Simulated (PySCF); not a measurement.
C4H3N3OS

```yaml
atoms:
  - { symbol: C, position_ang: [2.2812, 0.1277, 0.3601] }
  - { symbol: O, position_ang: [1.4775, -1.0088, 0.0576] }
  - { symbol: C, position_ang: [0.1858, -0.7952, -0.0043] }
  - { symbol: N, position_ang: [-0.4387, 0.3218, 0.1646] }
  - { symbol: C, position_ang: [-1.7729, 0.1121, 0.0196] }
  - { symbol: C, position_ang: [-2.6804, 1.1879, 0.1591] }
  - { symbol: N, position_ang: [-3.3998, 2.0702, 0.2760] }
  - { symbol: N, position_ang: [-2.1879, -1.0995, -0.2485] }
  - { symbol: S, position_ang: [-0.9275, -2.1240, -0.3496] }
  - { symbol: H, position_ang: [3.3074, -0.2304, 0.3705] }
  - { symbol: H, position_ang: [2.1499, 0.8997, -0.3997] }
  - { symbol: H, position_ang: [2.0065, 0.5378, 1.3334] }
```

Geometry: GFN2-xTB.

Level of theory: PBE0/def2-SVPD, SCF density, gas phase in PySCF.

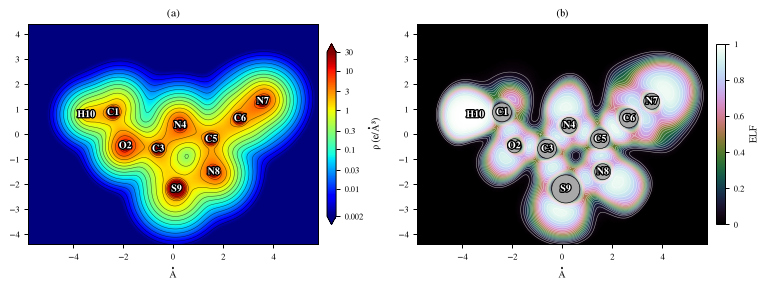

Figure 1. (a) electron density; (b) ELF on the plane of atoms N4, C5 and N8. Grey discs cover the atomic cores in the ELF map.

Describe what can be read from this map.

Answer.
- The section cuts through C, O, N, S and H sites.
- C–N (1.14 Å): ρ is about 3.6 e/Å³ halfway; the ELF peaks at about 0.85 between the atoms; a short, multiple covalent bond.
- C–O (1.31 Å): ρ at the midpoint is about 2.6 e/Å³; the ELF peaks at about 0.90 between the atoms (a polar covalent bond).
- C–C (1.41 Å): ρ is about 2 e/Å³ halfway; the ELF peaks at about 0.95 between the atoms, as expected for localised, covalent bonding.
- S–N (1.63 Å): ρ is about 1.7 e/Å³ halfway; the ELF peaks at about 0.90 between the atoms; a covalent bond.
- C–S (1.77 Å): ρ is about 1.4 e/Å³ halfway; the ELF peaks at about 0.90 between the atoms: a covalent bond.
- The ELF also peaks beside S9, N8, O2, N4 and N7, away from the bonds: lone-pair regions.

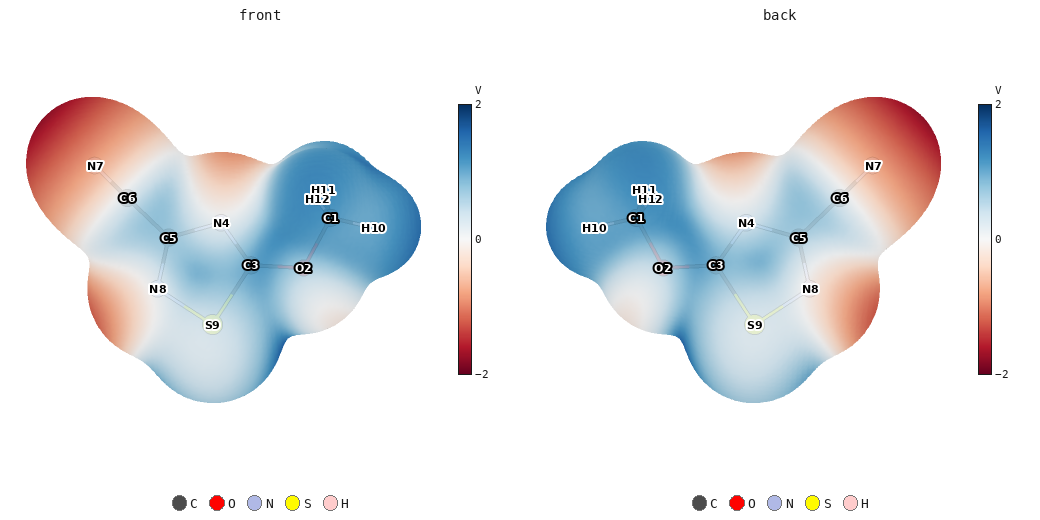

Figure 2. The electrostatic potential painted on the density surface at 0.002 e/bohr³, seen from the front and from behind; the colour scale runs from red (negative) to blue (positive).

Which sites attract a positive test charge, and which a negative one?

Answer. A positive charge is drawn to the negative regions and a negative charge to the positive ones. The most negative region (about −1.7 V, or −39 kcal/mol for a unit charge) lies over N7, the most positive (about +1.5 V, or +35 kcal/mol for a unit charge) over S9 and H10. N7 is the likeliest acceptor of a hydrogen bond.

What dipole moment does the calculation give?

Answer. Its dipole moment is 5.59 D.
